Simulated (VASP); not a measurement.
Band structure of SnSe2 (1T layered). Method: LDA (Ceperley-Alder, Perdew-Zunger) with spin-orbit coupling, VASP's LDA PAW potentials (set 64) (plane waves; VASP).

The path is coarsely sampled, so an indirect gap can come out somewhat too large.

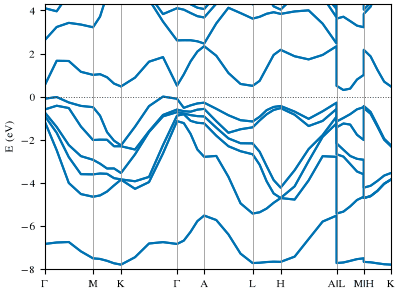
Figure: Bands along high-symmetry lines, zero at the valence-band maximum or, without a gap, the Fermi level

Task: Read the plot: is there a gap, and where are the band edges?

Result: The gap is indirect, 0.31 eV, from the valence maximum at K-Γ at 0.75 to the conduction minimum at L-M at 0.25.

The compound is SnSe2 in the 1T layered structure. It was relaxed first.
